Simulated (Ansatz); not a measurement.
# BH3O3 + HF: a complex and its separated parts, part 2 of 2

Ansatz 0.2.0, Gaussian basis. The steps go on from the part before.

## 13. CAM-B3LYP-D4/def2-TZVPP

The inputs:

parta/in.yaml

```yaml
crystal:
  periodic: [false, false, false]
  atoms:
    - {symbol: B, position_ang: [-0.452144, 0.174765, -0.383448]}
    - {symbol: O, position_ang: [0.676467, 0.777890, 0.094705]}
    - {symbol: O, position_ang: [-0.758265, -1.101022, -0.002922]}
    - {symbol: O, position_ang: [-1.274531, 0.847488, -1.242092]}
    - {symbol: H, position_ang: [0.782079, 1.669518, -0.243678]}
    - {symbol: H, position_ang: [-0.106900, -1.465579, 0.599979]}
    - {symbol: H, position_ang: [-2.031549, 0.320663, -1.506726]}
basis:
  gaussian: {orbitals: def2-TZVPP}
hamiltonian: {xc: {name: CAM-B3LYP}, dispersion: d4}
```

partb/in.yaml

```yaml
crystal:
  periodic: [false, false, false]
  atoms:
    - {symbol: H, position_ang: [1.509063, -0.220018, 1.112591]}
    - {symbol: F, position_ang: [1.655677, -1.003805, 1.571591]}
basis:
  gaussian: {orbitals: def2-TZVPP}
hamiltonian: {xc: {name: CAM-B3LYP}, dispersion: d4}
```

One command serves all of them, each in its own folder.

The run is started by

```sh
$ ansatz run in.yaml --threads 4 --pin off --events-out ev --progress --plain --max-ram 9574MiB
```

Log of parta, shortened:

```text
Functional definition: CAM-B3LYP
  name "CAM-B3LYP"
  cite "Yanai, Tew & Handy, Chem. Phys. Lett. 393, 51 (2004) doi:10.1016/j.cplett.2004.06.011"
  cite "Iikura, Tsuneda, Yanai & Hirao, J. Chem. Phys. 115, 3540 (2001) doi:10.1063/1.1383587"
  cite "Becke, Phys. Rev. A 38, 3098 (1988) doi:10.1103/PhysRevA.38.3098"
  cite "Lee, Yang & Parr, Phys. Rev. B 37, 785 (1988) doi:10.1103/PhysRevB.37.785"
[...]
  # Exact exchange under (alpha + beta erf(omega r))/r, Becke's under what is left of 1/r.
[...]
799 factors; their error is unknown
204 factors; integrals over basis functions are off by at most 1.1e-5 eV
[...]
mean field -6871.67901133 eV, -252.5295458750 hartree, gradient 1.9e-5 eV, S^2 0.000000; 0 other end points of the search recorded, 0 dependent functions left out
reference -6871.67911293 eV, -252.5295496087 hartree; 16, 16 occupied and 150, 150 virtual orbitals, 799 factors
Total energy: -6871.74772446 eV, -252.5320710359 hartree
```

Log of partb, shortened:

```text
[... 6 set-up lines as earlier in the session ...]
[...]
  # Exact exchange under (alpha + beta erf(omega r))/r, Becke's under what is left of 1/r.
[...]
215 factors; their error is unknown
48 factors; integrals over basis functions are off by at most 4.9e-5 eV
[...]
mean field -2733.85902815 eV, -100.4674662084 hartree, gradient 6.2e-5 eV, S^2 0.000000; 0 other end points of the search recorded, 0 dependent functions left out
reference -2733.85907229 eV, -100.4674678303 hartree; 5, 5 occupied and 40, 40 virtual orbitals, 215 factors
Total energy: -2733.86051261 eV, -100.4675207612 hartree
```

Times: 1.8 s (parta), 0.2 s (partb) on 4 threads of Arm Neoverse V1, shared host.

## 14. wB97X-V/def2-TZVPP

Each input of step 13 (parta, partb) changes in the same lines:

```diff
-hamiltonian: {xc: {name: CAM-B3LYP}, dispersion: d4}
+hamiltonian: {xc: {name: wB97X-V}}
```

One command serves all of them, each in its own folder.

The run is started by

```sh
$ ansatz run in.yaml --threads 4 --pin off --events-out ev --progress --plain --max-ram 9574MiB
```

Log of parta, shortened:

```text
Functional definition: wB97X-V
  name "wB97X-V"
  cite "Mardirossian & Head-Gordon, Phys. Chem. Chem. Phys. 16, 9904 (2014) doi:10.1039/C3CP54374A"
[... 2 set-up lines as earlier in the session ...]
[...]
      + integral(e_c_pw_opposite_spin*poly(b97_u_opposite, cos0, cos1)) + vv10(b, c)
799 factors; their error is unknown
190 factors; integrals over basis functions are off by at most 8.6e-6 eV
[...]
mean field -6871.55639497 eV, -252.5250398068 hartree, gradient 3.9e-5 eV, S^2 0.000000; 0 other end points of the search recorded, 0 dependent functions left out
reference -6871.55639325 eV, -252.5250397438 hartree; 16, 16 occupied and 150, 150 virtual orbitals, 799 factors
Total energy: -6871.55639325 eV, -252.5250397438 hartree
```

partb printed, shortened:

```text
[... 5 set-up lines as earlier in the session ...]
[...]
      + integral(e_c_pw_opposite_spin*poly(b97_u_opposite, cos0, cos1)) + vv10(b, c)
215 factors; their error is unknown
48 factors; integrals over basis functions are off by at most 2.2e-5 eV
[...]
mean field -2733.49560704 eV, -100.4541107289 hartree, gradient 1.0e-5 eV, S^2 0.000000; 0 other end points of the search recorded, 0 dependent functions left out
reference -2733.49560645 eV, -100.4541107071 hartree; 5, 5 occupied and 40, 40 virtual orbitals, 215 factors
Total energy: -2733.49560645 eV, -100.4541107071 hartree
```

Wall times: 4.2 s (parta), 0.3 s (partb) on 4 threads of Arm Neoverse V1, shared host.

## 15. wB97M-V/def2-TZVPP

Each input of step 14 (parta, partb) changes in the same lines:

```diff
-hamiltonian: {xc: {name: wB97X-V}}
+hamiltonian: {xc: {name: wB97M-V}}
```

The same command starts each run, in its folder.

The run is started by

```sh
$ ansatz run in.yaml --threads 4 --pin off --events-out ev --progress --plain --max-ram 9574MiB
```

Output in parta, shortened:

```text
Functional definition: wB97M-V
  name "wB97M-V"
  cite "Mardirossian & Head-Gordon, J. Chem. Phys. 144, 214110 (2016) doi:10.1063/1.4952647"
[... 2 set-up lines as earlier in the session ...]
  # Of w^i u^j: cxij and so on, Table III.
[...]
  gx(w, u) = 1 - cx + cx01*u + cx10*w
[...]
      + integral(e_c_pw_mod_opposite_spin*gos(b97_w_opposite, b97_u_opposite)) + vv10(b, c)
799 factors; their error is unknown
190 factors; integrals over basis functions are off by at most 8.6e-6 eV
[...]
mean field -6871.87408551 eV, -252.5367147191 hartree, gradient 4.1e-5 eV, S^2 0.000000; 0 other end points of the search recorded, 0 dependent functions left out
reference -6871.87412764 eV, -252.5367162673 hartree; 16, 16 occupied and 150, 150 virtual orbitals, 799 factors
Total energy: -6871.87412764 eV, -252.5367162673 hartree
```

partb printed, shortened:

```text
[... 5 set-up lines as earlier in the session ...]
  # Of w^i u^j: cxij and so on, Table III.
[...]
  gx(w, u) = 1 - cx + cx01*u + cx10*w
[...]
      + integral(e_c_pw_mod_opposite_spin*gos(b97_w_opposite, b97_u_opposite)) + vv10(b, c)
215 factors; their error is unknown
48 factors; integrals over basis functions are off by at most 2.2e-5 eV
[...]
mean field -2733.67553276 eV, -100.4607228771 hartree, gradient 1.2e-5 eV, S^2 0.000000; 0 other end points of the search recorded, 0 dependent functions left out
reference -2733.67554742 eV, -100.4607234160 hartree; 5, 5 occupied and 40, 40 virtual orbitals, 215 factors
Total energy: -2733.67554742 eV, -100.4607234160 hartree
```

Wall times: 4.2 s (parta), 0.35 s (partb) on 4 threads of Arm Neoverse V1, shared host.

## 16. B2PLYP/def2-TZVPP

The same edit goes into each in.yaml of step 15 (parta, partb):

```diff
-hamiltonian: {xc: {name: wB97M-V}}
+hamiltonian: {xc: {name: B2PLYP}}
```

One command serves all of them, each in its own folder.

The run is started by

```sh
$ ansatz run in.yaml --threads 4 --pin off --events-out ev --progress --plain --max-ram 9574MiB
```

parta printed, shortened:

```text
Functional definition: B2PLYP
  name "B2PLYP"
  cite "Grimme, J. Chem. Phys. 124, 034108 (2006) doi:10.1063/1.2148954"
[... 2 set-up lines as earlier in the session ...]
[...]
1051 factors; integrals over basis functions are off by at most 8.7e-4 eV
[...]
mean field -6862.26397306 eV, -252.1835496002 hartree, gradient 3.2e-6 eV, S^2 0.000000; 0 other end points of the search recorded, 0 dependent functions left out
4 core orbitals not correlated: weight in the atoms' cores, before any rotation towards them, 1.000 or more for the frozen orbitals, at most 0.000 for the correlated occupied ones
reference -6862.26410036 eV, -252.1835542786 hartree; 12, 12 occupied and 150, 150 virtual orbitals, 1051 factors
second order -26.44285983 eV of doubles, -0.00000000 eV of singles
Total energy: -6869.40367251 eV, -252.4459287158 hartree
```

Output in partb, shortened:

```text
[... 5 set-up lines as earlier in the session ...]
[...]
287 factors; integrals over basis functions are off by at most 1.0e-3 eV
[...]
mean field -2730.72523210 eV, -100.3523013275 hartree, gradient 1.4e-6 eV, S^2 0.000000; 0 other end points of the search recorded, 0 dependent functions left out
1 core orbitals not correlated: weight in the atoms' cores, before any rotation towards them, 1.000 or more for the frozen orbitals, at most 0.000 for the correlated occupied ones
reference -2730.72528880 eV, -100.3523034113 hartree; 4, 4 occupied and 40, 40 virtual orbitals, 287 factors
second order -8.59405614 eV of doubles, -0.00000000 eV of singles
Total energy: -2733.04568396 eV, -100.4375763606 hartree
```

Times: 2.5 s (parta), 0.2 s (partb) on 4 threads of Arm Neoverse V1, shared host.

## 17. PBE-QIDH/def2-TZVPP

The same edit goes into each in.yaml of step 16 (parta, partb):

```diff
-hamiltonian: {xc: {name: B2PLYP}}
+hamiltonian: {xc: {name: PBE-QIDH}}
```

The same command starts each run, in its folder.

The run is started by

```sh
$ ansatz run in.yaml --threads 4 --pin off --events-out ev --progress --plain --max-ram 9574MiB
```

Output in parta, shortened:

```text
Functional definition: PBE-QIDH
  name "PBE-QIDH"
  cite "Brémond, Sancho-García, Pérez-Jiménez & Adamo, J. Chem. Phys. 141, 031101 (2014) doi:10.1063/1.4890314"
[... 1 set-up line as earlier in the session ...]
[...]
1051 factors; integrals over basis functions are off by at most 8.7e-4 eV
[...]
mean field -6857.36283724 eV, -252.0034361813 hartree, gradient 6.5e-6 eV, S^2 0.000000; 0 other end points of the search recorded, 0 dependent functions left out
4 core orbitals not correlated: weight in the atoms' cores, before any rotation towards them, 1.000 or more for the frozen orbitals, at most 0.000 for the correlated occupied ones
reference -6857.36284688 eV, -252.0034365355 hartree; 12, 12 occupied and 150, 150 virtual orbitals, 1051 factors
second order -24.64106778 eV of doubles, -0.00000000 eV of singles
Total energy: -6865.57653614 eV, -252.3052840483 hartree
```

partb printed, shortened:

```text
[... 4 set-up lines as earlier in the session ...]
[...]
287 factors; integrals over basis functions are off by at most 1.0e-3 eV
[...]
mean field -2728.92248797 eV, -100.2860517028 hartree, gradient 3.8e-6 eV, S^2 0.000000; 0 other end points of the search recorded, 0 dependent functions left out
1 core orbitals not correlated: weight in the atoms' cores, before any rotation towards them, 1.000 or more for the frozen orbitals, at most 0.000 for the correlated occupied ones
reference -2728.92249132 eV, -100.2860518261 hartree; 4, 4 occupied and 40, 40 virtual orbitals, 287 factors
second order -8.07155400 eV of doubles, -0.00000000 eV of singles
Total energy: -2731.61300932 eV, -100.3849265388 hartree
```

Times: 2.4 s (parta), 0.2 s (partb) on 4 threads of Arm Neoverse V1, shared host.

## 18. RPA on PBE/def2-TZVPP

The same edit goes into each in.yaml of step 17 (parta, partb):

```diff
-hamiltonian: {xc: {name: PBE-QIDH}}
+hamiltonian: {xc: pbe}
+correlation: {method: rpa}
```

Each run has its own folder and the same command.

The run is started by

```sh
$ ansatz run in.yaml --threads 4 --pin off --events-out ev --progress --plain --max-ram 9574MiB
```

parta printed, shortened:

```text
[... 4 set-up lines as earlier in the session ...]
[...]
1051 factors; integrals over basis functions are off by at most 8.7e-4 eV
[...]
mean field -6866.23672664 eV, -252.3295456017 hartree, gradient 1.8e-6 eV, S^2 0.000000; 0 other end points of the search recorded, 0 dependent functions left out
4 core orbitals not correlated: weight in the atoms' cores, before any rotation towards them, 1.000 or more for the frozen orbitals, at most 0.000 for the correlated occupied ones
reference -6837.43758403 eV, -251.2711966316 hartree; 12, 12 occupied and 150, 150 virtual orbitals, 1051 factors
Total energy: -6871.15448895 eV, -252.5102700331 hartree
```

Log of partb, shortened:

```text
[... 4 set-up lines as earlier in the session ...]
[...]
287 factors; integrals over basis functions are off by at most 1.0e-3 eV
[...]
mean field -2731.84358156 eV, -100.3933999124 hartree, gradient 9.3e-7 eV, S^2 0.000000; 0 other end points of the search recorded, 0 dependent functions left out
1 core orbitals not correlated: weight in the atoms' cores, before any rotation towards them, 1.000 or more for the frozen orbitals, at most 0.000 for the correlated occupied ones
reference -2722.68122526 eV, -100.0566895288 hartree; 4, 4 occupied and 40, 40 virtual orbitals, 287 factors
Total energy: -2733.63265945 eV, -100.4591473122 hartree
```

Times: 2.6 s (parta), 0.25 s (partb) on 4 threads of Arm Neoverse V1, shared host.

## 19. CCSD(T)/def2-TZVPP

The same edit goes into each in.yaml of step 18 (parta, partb):

```diff
-hamiltonian: {xc: pbe}
-correlation: {method: rpa}
+correlation: {method: ccsd_t}
```

The same command starts each run, in its folder.

The run is started by

```sh
$ ansatz run in.yaml --threads 4 --pin off --events-out ev --progress --plain --max-ram 9574MiB
```

Log of parta, shortened:

```text
Functional definition: HF
  name "HF"
  cite "Fock, Z. Phys. 61, 126 (1930) doi:10.1007/BF01340294"
[... 1 set-up line as earlier in the session ...]
[...]
1051 factors; integrals over basis functions are off by at most 8.7e-4 eV
[...]
mean field -6838.59492631 eV, -251.3137281756 hartree, gradient 2.6e-6 eV, S^2 0.000000; 0 other end points of the search recorded, 0 dependent functions left out
4 core orbitals not correlated: weight in the atoms' cores, before any rotation towards them, 1.000 or more for the frozen orbitals, at most 0.000 for the correlated occupied ones
reference -6838.59492631 eV, -251.3137281756 hartree; 12, 12 occupied and 150, 150 virtual orbitals, 1051 factors
second order -22.13440315 eV of doubles, -0.00000000 eV of singles
cycle   1  -21.88816139 eV  change    2.5e-1 eV  update   8.7e-2
[...]
cycle   9  -22.39827755 eV  change    4.4e-6 eV  update   6.8e-6
perturbative correction -0.77667755 eV, -0.0285423736 hartree
Total energy: -6861.76988141 eV, -252.1653920671 hartree
```

Output in partb, shortened:

```text
[... 4 set-up lines as earlier in the session ...]
[...]
287 factors; integrals over basis functions are off by at most 1.0e-3 eV
[...]
mean field -2722.91269069 eV, -100.0651957264 hartree, gradient 4.5e-6 eV, S^2 0.000000; 0 other end points of the search recorded, 0 dependent functions left out
1 core orbitals not correlated: weight in the atoms' cores, before any rotation towards them, 1.000 or more for the frozen orbitals, at most 0.000 for the correlated occupied ones
reference -2722.91269069 eV, -100.0651957264 hartree; 4, 4 occupied and 40, 40 virtual orbitals, 287 factors
second order -7.36487283 eV of doubles, -0.00000000 eV of singles
cycle   1  -7.29622739 eV  change    6.9e-2 eV  update   3.9e-2
[...]
cycle   8  -7.43091096 eV  change    4.7e-7 eV  update   3.3e-6
perturbative correction -0.17033964 eV, -0.0062598662 hartree
Total energy: -2730.51394129 eV, -100.3445365336 hartree
```

Wall times: 25 s (parta), 0.85 s (partb) on 4 threads of Arm Neoverse V1, shared host; peak memory 1.5 GiB.

## 20. Vibrations of BH3O3

The input, vib-parta/in.yaml:

```yaml
crystal:
  periodic: [false, false, false]
  atoms:
    - {symbol: B, position_ang: [-0.452144, 0.174765, -0.383448]}
    - {symbol: O, position_ang: [0.676467, 0.777890, 0.094705]}
    - {symbol: O, position_ang: [-0.758265, -1.101022, -0.002922]}
    - {symbol: O, position_ang: [-1.274531, 0.847488, -1.242092]}
    - {symbol: H, position_ang: [0.782079, 1.669518, -0.243678]}
    - {symbol: H, position_ang: [-0.106900, -1.465579, 0.599979]}
    - {symbol: H, position_ang: [-2.031549, 0.320663, -1.506726]}
basis:
  gaussian: {orbitals: def2-TZVP}
hamiltonian: {xc: pbe0, dispersion: d4}
phonons: {temperatures: {t_min: 298.15, t_max: 900, t_step: 200}}
```

The run is started by

```sh
$ ansatz run in.yaml --threads 4 --pin off --events-out ev --progress --plain --max-ram 9574MiB
```

Log, shortened:

```text
[... 5 set-up lines as earlier in the session ...]
[...]
754 factors; their error is unknown
[...]
mean field -6866.28152661 eV, -252.3311919701 hartree, gradient 2.0e-5 eV, S^2 0.000000; 0 other end points of the search recorded, 0 dependent functions left out
[...]
Atom 4 at     0.782079     1.669518    -0.243678 Å, force     0.000084     0.000168    -0.000034 eV/Å
Atom 5 at    -0.106900    -1.465579     0.599979 Å, force    -0.000105    -0.000054    -0.000056 eV/Å
Atom 6 at    -2.031549     0.320663    -1.506726 Å, force     0.000032    -0.000401     0.000213 eV/Å
Dipole moment:    -0.000065     0.000060    -0.000061 e Å
Vibrations: 428.12 428.17 441.60 534.54 534.58 679.24 885.87 1018.67 1018.77 1019.30 1479.57 1479.66 3903.07 3903.14 3904.17 cm⁻¹, zero-point energy 1.342653 eV
```

Wall time 39 s (4 threads of Arm Neoverse V1, shared host).

The modes, with what each moves most:

| mode | wavenumber (cm⁻¹) | character |
| --- | --- | --- |
| 1 | 428 | bend |
| 2 | 428 | bend |
| 3 | 442 | torsion |
| 4 | 535 | torsion |
| 5 | 535 | torsion |
| 6 | 679 | wag or twist |
| 7 | 886 | B–O stretch |
| 8 | 1019 | bend |
| 9 | 1019 | bend |
| 10 | 1019 | bend |
| 11 | 1480 | B–O stretch |
| 12 | 1480 | B–O stretch |
| 13 | 3903 | O–H stretch |
| 14 | 3903 | O–H stretch |
| 15 | 3904 | O–H stretch |

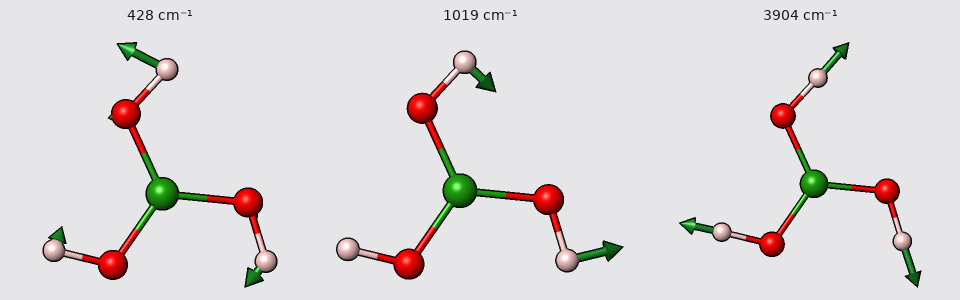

Displacements of 3 modes, as arrows.

Vibrational sums (real modes only):

| T (K) | entropy (J/mol/K) | heat capacity (J/mol/K) |
| --- | --- | --- |
| 298 | 18.7 | 38.3 |
| 498 | 45.0 | 63.7 |
| 698 | 69.0 | 77.9 |
| 898 | 89.7 | 86.8 |

## 21. Vibrations of HF

The input, vib-partb/in.yaml:

```yaml
crystal:
  periodic: [false, false, false]
  atoms:
    - {symbol: H, position_ang: [1.509063, -0.220018, 1.112591]}
    - {symbol: F, position_ang: [1.655677, -1.003805, 1.571591]}
basis:
  gaussian: {orbitals: def2-TZVP}
hamiltonian: {xc: pbe0, dispersion: d4}
phonons: {temperatures: {t_min: 298.15, t_max: 900, t_step: 200}}
```

The run is started by

```sh
$ ansatz run in.yaml --threads 4 --pin off --events-out ev --progress --plain --max-ram 9574MiB
```

Log, shortened:

```text
[... 5 set-up lines as earlier in the session ...]
[...]
200 factors; their error is unknown
[...]
mean field -2731.80169997 eV, -100.3918607921 hartree, gradient 6.9e-6 eV, S^2 0.000000; 0 other end points of the search recorded, 0 dependent functions left out
[...]
reference -2731.80151900 eV, -100.3918541417 hartree; 5, 5 occupied and 32, 32 virtual orbitals, 200 factors
Total energy: -2731.80322170 eV, -100.3919167147 hartree
Atom 0 at     1.509063    -0.220018     1.112591 Å, force     0.000004    -0.000022     0.000013 eV/Å
Atom 1 at     1.655677    -1.003805     1.571591 Å, force    -0.000004     0.000022    -0.000013 eV/Å
Dipole moment:    -0.063873     0.341460    -0.199965 e Å
Vibrations: 4152.87 cm⁻¹, zero-point energy 0.257445 eV
```

It took 1.1 s on 4 threads of Arm Neoverse V1, shared host.

The modes, with what each moves most:

| mode | wavenumber (cm⁻¹) | character |
| --- | --- | --- |
| 1 | 4153 | F–H stretch |

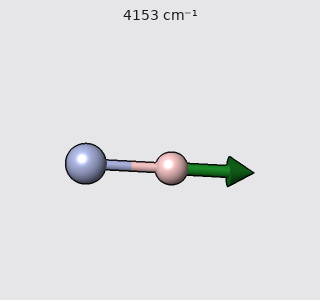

How the atoms move in 1 of the modes.

Vibrational sums (real modes only):

| T (K) | entropy (J/mol/K) | heat capacity (J/mol/K) |
| --- | --- | --- |
| 298 | 0.0 | 0.0 |
| 498 | 0.0 | 0.0 |
| 698 | 0.0 | 0.1 |
| 898 | 0.1 | 0.5 |

## 22. Complex less separated parts

The complex's own energies come from single points at the same levels.

Rows are in def2-TZVPP; times add the 3 runs of a level on a shared host, so small differences are noise.

Differences are taken before rounding.

| method | rung | complex less parts (kJ/mol) | from CCSD(T) (kJ/mol) | time |
| --- | --- | --- | --- | --- |
| SPW92 | LDA | -72.5 | -31.8 | 1.8 s |
| PBE-D4 | GGA | -48.8 | -8.0 | 2.6 s |
| BLYP-D4 | GGA | -46.3 | -5.5 | 2.6 s |
| r2SCAN-D4 | meta-GGA | -47.9 | -7.1 | 5.3 s |
| B97M-V | meta-GGA | -44.7 | -3.9 | 9.4 s |
| PBE0-D4 | hybrid | -45.8 | -5.1 | 4.2 s |
| B3LYP-D4 | hybrid | -45.8 | -5.0 | 4.7 s |
| r2SCAN0-D4 | hybrid | -46.3 | -5.6 | 7.3 s |
| BHLYP-D4 | hybrid | -45.2 | -4.4 | 4.1 s |
| CAM-B3LYP-D4 | range-separated hybrid | -50.0 | -9.3 | 5.5 s |
| wB97X-V | range-separated hybrid | -44.6 | -3.8 | 10 s |
| wB97M-V | range-separated hybrid | -45.2 | -4.4 | 11 s |
| B2PLYP | double hybrid | -41.9 | -1.1 | 7.1 s |
| PBE-QIDH | double hybrid | -42.5 | -1.7 | 7.1 s |
| RPA on PBE | RPA | -35.9 | +4.9 | 7.8 s |
| Hartree-Fock | wavefunction | -26.0 | +14.8 |  |
| MP2 | wavefunction | -41.1 | -0.3 |  |
| CCSD | wavefunction | -38.1 | +2.6 |  |
| CCSD(T) | wavefunction | -40.8 | 0 | 2.3 min |

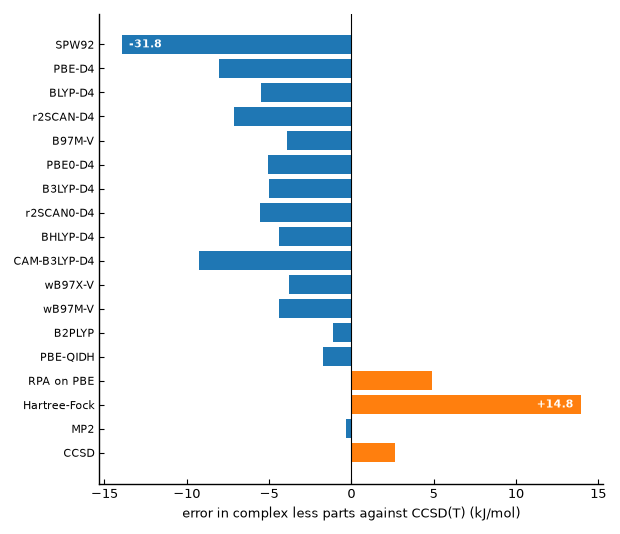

Deviations from CCSD(T), method by method. Bars with a number in them are cut short.

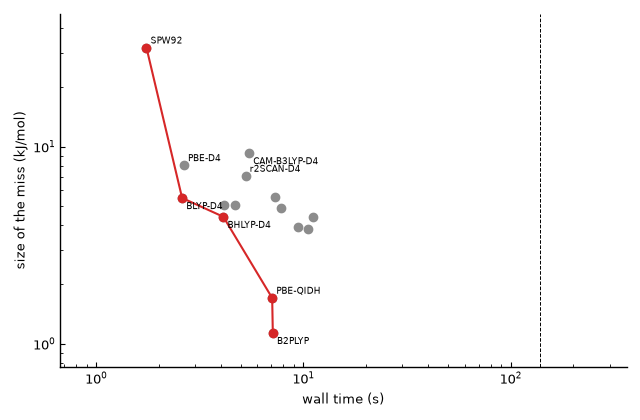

Miss against cost. Red marks the levels that no quicker level drawn beats (of those quicker than the yardstick), and the dashed line is the time of CCSD(T). Only those levels and the largest misses are named. Times are from a shared host.

B2PLYP reaches 1.1 kJ/mol from the reference in 7.1 s, where CCSD(T) took 2.3 min; the quickest level in the cost chart, SPW92, takes 1.8 s and misses by 31.8 kJ/mol.

The complex's zero-point energy, from a separate PBE0-D4 run, is 1.696 eV.

## 23. Results

The summary covers parts 1 to 2.

| quantity | value |
| --- | --- |
| complex less parts, CCSD(T)/def2-TZVPP | -40.8 kJ/mol |
| with zero-point energy | -31.5 kJ/mol |
| largest T1 diagnostic | 0.012 |

In words: At CCSD(T) the complex lies 40.8 kJ/mol below its parts. B2PLYP is the best functional here (-1.1 kJ/mol from CCSD(T)); SPW92 is the worst (-31.8 kJ/mol). Mean unsigned error by rung: LDA 31.8, GGA 6.8, meta-GGA 5.5, hybrid 5.0, range-separated hybrid 5.8, double hybrid 1.4 kJ/mol. The double hybrids carry no dispersion term here, unlike the levels marked D4 or V. PBE-D4 gives a relative energy 8.0 kJ/mol too low, outside chemical accuracy (1 kcal/mol, 4.2 kJ/mol). No counterpoise was applied, and triple zeta lacks some correlation, so the CCSD(T) reference has a basis error of its own, and close matches with it are partly luck.
